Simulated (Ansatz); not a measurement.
Consider KRe3Pt2.

The calculation's input:

```
crystal:
  lattice:
    - [5.2790108793, 0.0, 0.0]
    - [-2.6395054397, 4.5717575283, 0.0]
    - [0.0, 0.0, 4.5859284495]
  atoms:
    - { symbol: K, position: [0.0, 0.0, 0.0] }
    - { symbol: Re, position: [0.5, 0.0, 0.5] }
    - { symbol: Re, position: [0.5, 0.5, 0.5] }
    - { symbol: Re, position: [0.0, 0.5, 0.5] }
    - { symbol: Pt, position: [0.3333333333, 0.6666666667, 0.0] }
    - { symbol: Pt, position: [0.6666666667, 0.3333333333, 0.0] }
basis:
  ecutwfc: 420
kpoints:
  mp_grid: { grid: [12, 12, 8] }
  band_path:
    path:
      - [[0.0, 0.0, 0.0], [0.5, 0.0, 0.0], [0.33333333, 0.33333333, 0.0], [0.0, 0.0, 0.0], [0.0, 0.0, 0.5], [0.5, 0.0, 0.5], [0.33333333, 0.33333333, 0.5], [0.0, 0.0, 0.5]]
      - [[0.5, 0.0, 0.5], [0.5, 0.0, 0.0]]
      - [[0.33333333, 0.33333333, 0.5], [0.33333333, 0.33333333, 0.0]]
    npoints: 14
hamiltonian:
  xc: pbe
scf:
  occupations: { method: gaussian, width: 0.1 }
  n_extra_bands: 15
output:
  forces: true
  stress: true
  eigenvalues: true
  populations: true
  dos: { projected: true, de: 0.02, nscf_kmesh: { grid: [15, 15, 10] } }
  bader: true
  write_density: true
  write_potential: true
  elf: true
  volumetric_format: npy
```

Launched as:

```sh
ansatz run input.yaml --threads 1 --pin off --max-ram 2560MiB --backend cpu --events-out ev --progress --plain --runs-dir out
```

Below, planes, directions and counts refer to the conventional cell (a = 5.28 Å, b = 5.28 Å, c = 4.59 Å, α = 90.00°, β = 90.00°, γ = 120.00°).

Space group P6/mmm; a structure generated by program, which may or may not match a known phase; computed without spin polarisation.

Level of theory: Ansatz 0.2.0, DFT PBE, scalar-relativistic, plane waves, PAW.

Question: What can the converged valence pseudo-density and electron localisation function tell about the bonding?

Answer: Re–Pt (2.75 Å): ρ at the midpoint is about 0.41 e/Å³; the ELF is about 0.35 at the midpoint.
K–Pt (3.05 Å): ρ at the midpoint is about 0.15 e/Å³; the ELF is about 0.10 at the midpoint (no shared electron pair shows on this line).
Bader's partition of the density gives K +0.67, Re +0.17 and Pt −0.59 e.

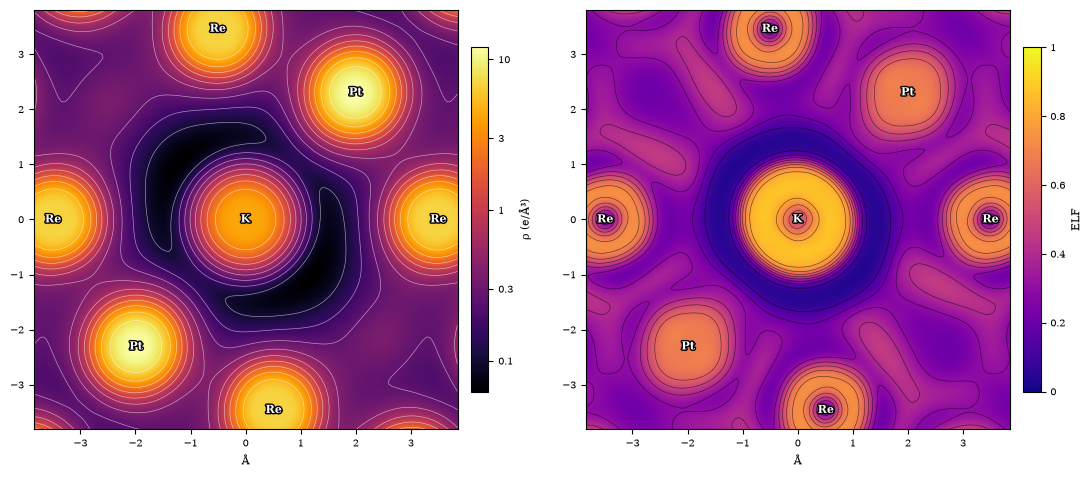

Computed valence pseudo-density and electron localisation function on the (111) plane of the conventional cell, in this order. 

In a PAW calculation such maps are meaningful between the atoms, not at the nuclei.
